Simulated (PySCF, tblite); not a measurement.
# C4H7F2OSi radical: geometry, infrared bands and EPR parameters

Wanted: the infrared bands and EPR parameters of C4H7F2OSi radical (`F[CH][C@@H]1CO[SiH2][C@H]1F`), by calculation.

Programs: tblite 0.8.0 and PySCF 2.14.0, with density-fitted response routines of our own. Each step states its level of theory. These are calculated values for one molecule in the gas phase, unless marked as measured. Atoms count from 0, in the outputs and in this text.

## Step 1: Starting geometry

15 atoms, charge 0, multiplicity 2; geometry from: force field or distance geometry start.

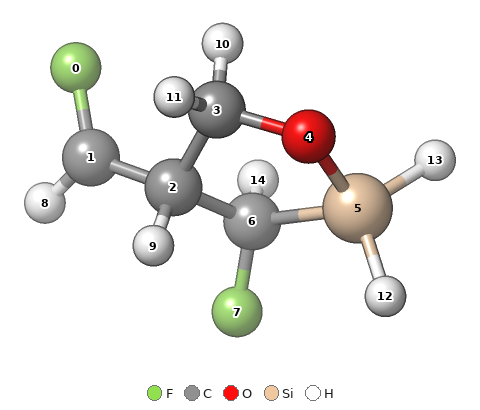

The starting geometry (fluorine green, carbon grey, oxygen red, silicon light orange, hydrogen white), atoms numbered.

## Step 2: Optimising the geometry with GFN2-xTB

What the job is given:

```
{"job": {"kind": "relax", "xc": "GFN2-xTB", "basis": "xTB"}, "charge": 0, "multiplicity": 2}
F      2.777200     0.060400    -0.537200
C      1.906600     0.736200     0.247900
C      0.535400     0.250100     0.512100
C      0.369800    -1.270700     0.339200
O     -1.034000    -1.621500     0.282600
Si    -1.908800    -0.336600    -0.391600
C     -0.487500     0.898900    -0.461000
F     -0.856500     2.121600     0.009900
H      2.268000     1.734000     0.446200
H      0.253700     0.529400     1.542600
H      0.857300    -1.651900    -0.563900
H      0.804500    -1.809500     1.204200
H     -2.990900     0.057900     0.558700
H     -2.400800    -0.704400    -1.739900
H     -0.098600     1.013900    -1.471500
```

On the command line:

```
$ OMP_NUM_THREADS=1 python probes_run.py task.json out
```

This one command runs all jobs of the session in turn.

Standard output:

```text
step      E/eV     max force
  0    -744.44633    2.092
  1    -744.57432    1.009
  2    -744.62624    0.340
  3    -744.63405    0.241
  4    -744.64353    0.180
  5    -744.64594    0.119
  6    -744.64911    0.130
  7    -744.65151    0.139
  8    -744.65467    0.138
  9    -744.65701    0.107
 10    -744.65889    0.092
 11    -744.66024    0.080
 12    -744.66131    0.076
 13    -744.66208    0.076
 14    -744.66272    0.061
 15    -744.66353    0.082
 16    -744.66461    0.100
 17    -744.66572    0.078
 18    -744.66661    0.068
 19    -744.66739    0.075
 20    -744.66829    0.092
 21    -744.66939    0.097
 22    -744.67054    0.073
 23    -744.67161    0.068
 24    -744.67264    0.087
 25    -744.67374    0.096
 26    -744.67477    0.071
 27    -744.67556    0.065
 28    -744.67614    0.054
 29    -744.67663    0.061
 30    -744.67708    0.057
 31    -744.67750    0.058
 32    -744.67797    0.066
 33    -744.67856    0.066
 34    -744.67898    0.053
 35    -744.67930    0.039
 36    -744.67952    0.035
 37    -744.67971    0.037
 38    -744.67988    0.035
 39    -744.67999    0.021
 40    -744.68007    0.023
 41    -744.68014    0.022
 42    -744.68022    0.025
 43    -744.68029    0.021
 44    -744.68035    0.019
 45    -744.68041    0.022
 46    -744.68049    0.027
 47    -744.68058    0.029
 48    -744.68067    0.025
 49    -744.68074    0.018
 50    -744.68082    0.028
 51    -744.68090    0.039
 52    -744.68098    0.028
 53    -744.68102    0.016
 54    -744.68104    0.007
```

It took 0.34 s on 1 thread of Arm Neoverse V1, shared host.

The steps of the relaxation: (not every step is listed)

| step | energy from step 0 (eV) | largest force (eV/Å) |
| --- | --- | --- |
| 0 | 0.0000 | 2.0915 |
| 1 | -0.1280 | 1.0095 |
| 2 | -0.1799 | 0.3398 |
| 3 | -0.1877 | 0.2412 |
| 4 | -0.1972 | 0.1795 |
| 5 | -0.1996 | 0.1193 |
| 6 | -0.2028 | 0.1302 |
| 7 | -0.2052 | 0.1387 |
| 8 | -0.2083 | 0.1381 |
| 12 | -0.2150 | 0.0760 |
| 16 | -0.2183 | 0.1000 |
| 20 | -0.2220 | 0.0918 |
| 24 | -0.2263 | 0.0870 |
| 28 | -0.2298 | 0.0541 |
| 32 | -0.2316 | 0.0655 |
| 36 | -0.2332 | 0.0352 |
| 40 | -0.2337 | 0.0229 |
| 44 | -0.2340 | 0.0188 |
| 48 | -0.2343 | 0.0249 |
| 49 | -0.2344 | 0.0181 |
| 50 | -0.2345 | 0.0283 |
| 51 | -0.2346 | 0.0392 |
| 52 | -0.2346 | 0.0279 |
| 53 | -0.2347 | 0.0156 |
| 54 | -0.2347 | 0.0067 |

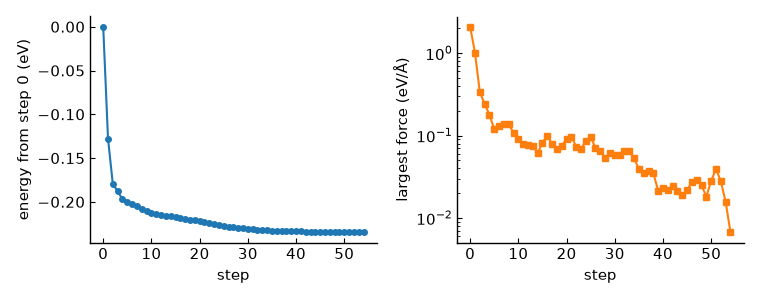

Energy and largest force along the relaxation.

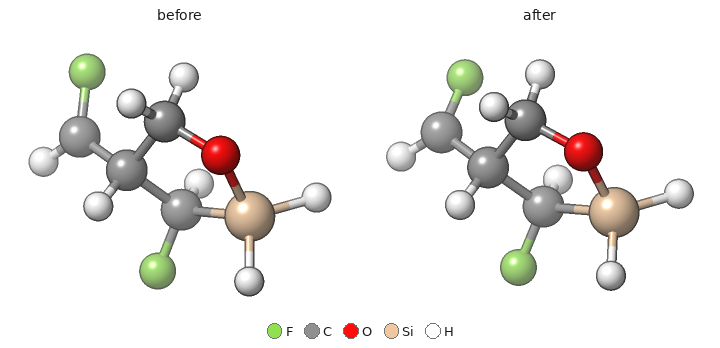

Before and after, at one scale.

Close pairs (by a distance rule), those that changed most:

| bond | before (Å) | after (Å) | change (Å) |
| --- | --- | --- | --- |
| O4–Si5 | 1.694 | 1.630 | -0.064 |
| Si5–C6 | 1.885 | 1.929 | +0.044 |
| C3–O4 | 1.448 | 1.407 | -0.041 |
| Si5–H12 | 1.493 | 1.454 | -0.039 |
| Si5–H13 | 1.482 | 1.456 | -0.026 |
| C6–F7 | 1.361 | 1.378 | +0.017 |
| C3–H11 | 1.108 | 1.092 | -0.015 |
| C1–C2 | 1.479 | 1.466 | -0.013 |

The final coordinates are the input of the step that follows.

## Step 3: Harmonic vibrations with GFN2-xTB

What the job is given:

```
{"job": {"kind": "ir", "xc": "GFN2-xTB", "basis": "xTB"}, "charge": 0, "multiplicity": 2}
F      2.530933     0.212099    -0.841360
C      1.924212     0.684927     0.269750
C      0.549305     0.245636     0.526180
C      0.360401    -1.275358     0.395115
O     -0.999714    -1.578199     0.201602
Si    -1.927623    -0.386115    -0.411242
C     -0.477587     0.884755    -0.454003
F     -0.806946     2.149020    -0.015277
H      2.319263     1.634091     0.586969
H      0.256781     0.570035     1.529221
H      0.931711    -1.650965    -0.459567
H      0.695902    -1.790264     1.298292
H     -2.944505     0.011241     0.549648
H     -2.384462    -0.723304    -1.752068
H     -0.032084     1.020390    -1.445173
```

Standard output:

```text
mode    cm-1     km/mol
  1      66.2      3.16
  2      80.2      3.02
  3     130.2      7.74
  4     207.9      3.37
  5     227.0      9.50
  6     292.1      6.31
  7     354.6      2.59
  8     396.1      5.55
  9     485.2     42.90
 10     487.3      8.64
 11     546.4      0.46
 12     570.4     88.83
 13     616.4     17.55
 14     673.1    149.45
 15     727.1    107.98
 16     770.9    151.46
 17     814.1    192.24
 18     874.9     11.56
 19     975.0     21.67
 20    1008.1     33.27
 21    1050.4     12.81
 22    1080.9     62.46
 23    1094.9    117.62
 24    1141.0     37.81
 25    1165.5     33.96
 26    1196.8      7.73
 27    1248.7     11.73
 28    1272.8     16.48
 29    1293.2     67.50
 30    1298.8     11.85
 31    1332.4     11.16
 32    1477.4      1.32
 33    2328.9    343.45
 34    2350.7    163.05
 35    2925.9     25.26
 36    2937.6     12.99
 37    2959.9     35.19
 38    2968.3     25.67
 39    3115.0     14.83
```

Run time: 0.48 s. Hardware: 1 thread of Arm Neoverse V1, shared host.

Which atoms move in the most intense modes:

| cm⁻¹ | km/mol | atoms |
| --- | --- | --- |
| 570 | 88.8 | H12 39 %, H13 39 %, Si5 13 % |
| 673 | 149.4 | H12 40 %, H13 40 % |
| 727 | 108.0 | C6 43 %, Si5 18 %, H14 14 % |
| 771 | 151.5 | H12 44 %, H13 42 % |
| 814 | 192.2 | O4 36 %, Si5 34 % |
| 1095 | 117.6 | O4 49 %, C3 45 % |
| 2329 | 343.4 | H13 88 % |
| 2351 | 163.1 | H12 88 % |

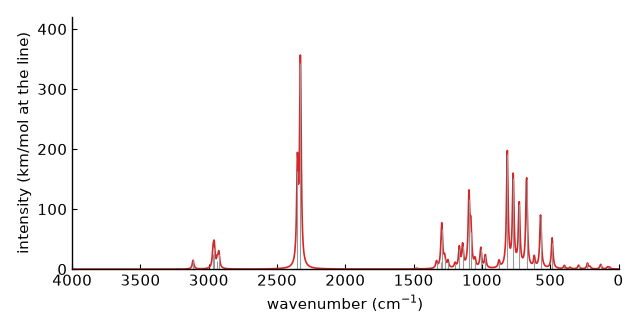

The infrared spectrum from these modes, unscaled. Lines are broadened to a width of 14 cm⁻¹ (Lorentzian).

## Step 4: EPR parameters: B3LYP/pcH-1

Settings changed since step 3:

```diff
@@ -1,2 +1,2 @@
-{"job": {"kind": "ir", "xc": "GFN2-xTB", "basis": "xTB"}, "charge": 0, "multiplicity": 2}
+{"job": {"kind": "epr", "basis": "pcH-1"}, "charge": 0, "multiplicity": 2}
 F      2.530933     0.212099    -0.841360
```

With the program's defaults for keys left out, this is: UKS B3LYP, pcH-1 on C F H O Si, non-relativistic, mean-field spin-orbit, GIAO.

Standard output:

```text
UKS, coarse grid
  cycle   1  E = -720.87788586  |g| = 6.68e-01
  cycle   2  E = -720.60755129  |g| = 1.12e+00
  cycle   3  E = -721.01688361  |g| = 9.51e-02
  cycle   4  E = -721.01970136  |g| = 5.14e-02
  cycle   5  E = -721.02065136  |g| = 9.35e-03
  cycle   6  E = -721.02067755  |g| = 4.58e-03
  cycle   7  E = -721.02068544  |g| = 1.25e-03
  cycle   8  E = -721.02068661  |g| = 4.92e-04
UKS, final grid
  cycle   1  E = -721.02066554  |g| = 5.87e-04
  cycle   2  E = -721.02066544  |g| = 8.17e-04
  cycle   3  E = -721.02066568  |g| = 8.83e-05
  cycle   4  E = -721.02066568  |g| = 1.98e-05
E = -721.02066568 Eh   <S^2> = 0.7536 (exact 0.7500)
g shifts (ppm)      1          2          3
  rmc          -203       -203       -203
  gc              3         29         39
  oz_so          -9       2203       2774
  total        -209       2029       2609
hyperfine (MHz)  atom isotope    a_iso     a_fc   dipolar eigenvalues
    0   19F     162.25     161.62   -257.41   -220.44    477.85
    1   13C     164.08     164.02    -83.26    -80.65    163.92
    2   13C     -22.44     -22.46     -2.24     -1.90      4.14
    3   13C      24.58      24.58     -2.72     -2.28      5.01
    4   17O       0.44       0.45     -1.69      0.64      1.05
    5  29Si      -6.61      -6.64     -4.23      1.92      2.31
    6   13C      54.43      54.43     -8.87     -7.71     16.58
    7   19F       8.04       8.04    -10.34     -6.52     16.85
    8    1H     -46.51     -46.56    -36.89     -2.47     39.36
    9    1H      10.09      10.09     -6.05     -4.28     10.33
   10    1H      -2.09      -2.10     -3.69     -2.74      6.42
   11    1H      -2.39      -2.40     -3.55     -2.23      5.78
   12    1H       1.08       1.08     -0.78     -0.71      1.49
   13    1H       5.74       5.74     -0.83     -0.63      1.45
   14    1H      -3.36      -3.36     -6.14     -1.18      7.32
```

Run time: 85 s. Hardware: 1 thread of Arm Neoverse V1, shared host; peak memory 0.96 GiB.

Principal g values 2.00211, 2.00435, 2.00493; g(iso) = 2.00380, against 2.00232 for a free electron.

Hyperfine couplings, nucleus by nucleus at this fixed geometry (no averaging over rotations):

| nuclei | isotope | a(iso) (MHz) | a(iso) (G, at g = 2.0023) | largest dipolar term (MHz) |
| --- | --- | --- | --- | --- |
| C1 | 13C | 164.1 | 58.5 | 163.9 |
| F0 | 19F | 162.2 | 57.9 | 477.9 |
| C6 | 13C | 54.4 | 19.4 | 16.6 |
| H8 | 1H | -46.5 | -16.6 | 39.4 |
| C3 | 13C | 24.6 | 8.8 | 5.0 |
| C2 | 13C | -22.4 | -8.0 | 4.1 |
| H9 | 1H | 10.1 | 3.6 | 10.3 |
| F7 | 19F | 8.0 | 2.9 | 16.9 |
| Si5 | 29Si | -6.6 | -2.4 | -4.2 |
| H13 | 1H | 5.7 | 2.0 | 1.5 |
| H14 | 1H | -3.4 | -1.2 | 7.3 |
| H11 | 1H | -2.4 | -0.9 | 5.8 |
| H10 | 1H | -2.1 | -0.7 | 6.4 |
| H12 | 1H | 1.1 | 0.4 | 1.5 |

Mulliken spin populations:

F0 0.07; C1 0.93; C2 -0.06; C3 0.02; O4 0.00; Si5 0.01; C6 0.06; F7 0.00; H8 -0.04; H9 0.00; H10 0.00; H11 0.00; H12 0.00; H13 0.00; H14 -0.01

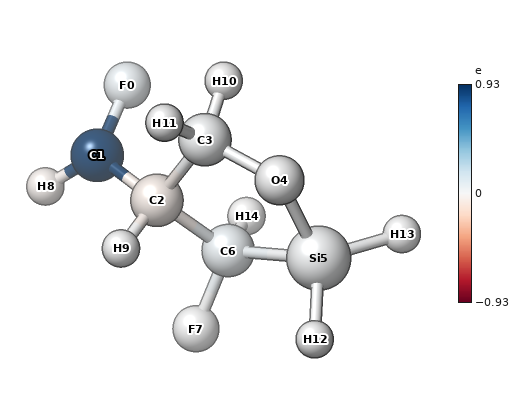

Mulliken spin populations, as colours on the atoms.

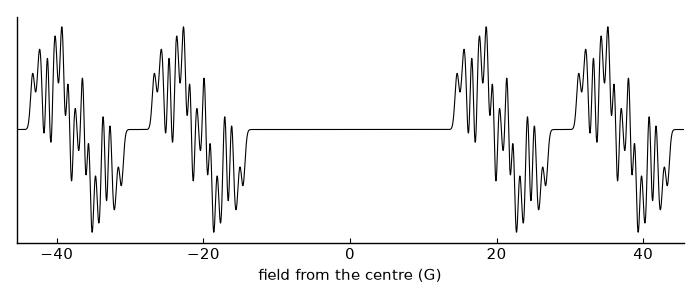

First-order isotropic spectrum (first derivative, main isotopes with spin only, couplings over 0.8 MHz, Gaussian width 0.3 G; couplings of the frozen geometry, rotation of groups not averaged beyond the rows shown).

Orbitals, density, ELF and potential are computed afterwards from the orbital file.

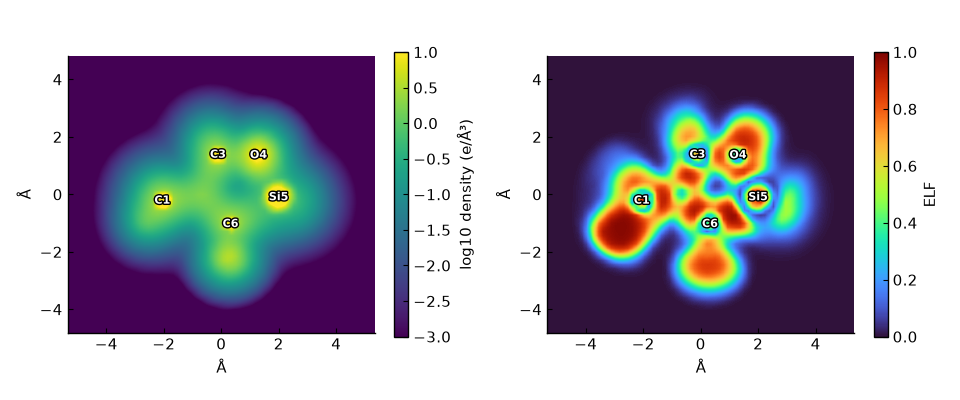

Density (left) and ELF (right) in a plane through or near 5 of the atoms.

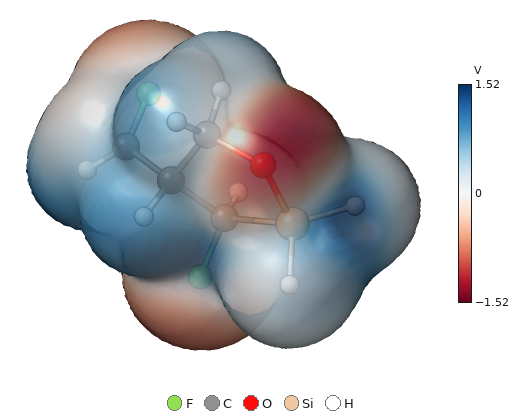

Electrostatic potential on the surface of density 0.002 e/bohr³; red is low, blue high. It runs from -1.14 V near O4 to 1.52 V near Si5.

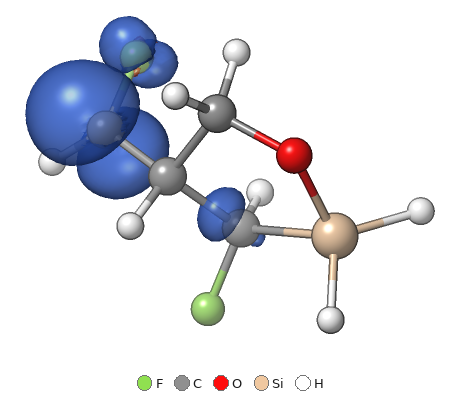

Spin density at ±0.05 e/Å³ (alpha excess blue, beta excess red).

## Step 5: Results

```
                                                                  quantity                  value
                                 strongest single infrared mode (GFN2-xTB)  2329 cm⁻¹, 343 km/mol
                                              zero-point energy (GFN2-xTB)          63.7 kcal/mol
                                                            g(iso) (B3LYP)                2.00380
                                                                      ⟨S²⟩     0.754 (exact 0.75)
                                                            largest a(iso)   13C on C1, 164.1 MHz
potential on the surface of density 0.002 e/bohr³, 1st and 99th percentile     -1.14 V and 1.52 V
```

**Reading.** Over 54 steps the energy fell by 0.235 eV; of the close pairs, O4–Si5 changed most, 1.694 to 1.630 Å. No mode is imaginary among the 39: a minimum at this level. The strongest single mode, at 2329 cm⁻¹, moves mainly H13. GFN2-xTB is a fitted tight-binding method: band positions and strengths are rough. Its intensities can rank the bands wrongly. C1 carries the largest spin population, 0.93 e. The isotropic g lies 1.5 ppt above the free-electron value. These values are for one conformer; the search (at its own cheap level) found 2 more, at 0.01, 1.20 kcal/mol (those within 0.05 may be mirror or relabelled copies), and measured spectra average over such forms.
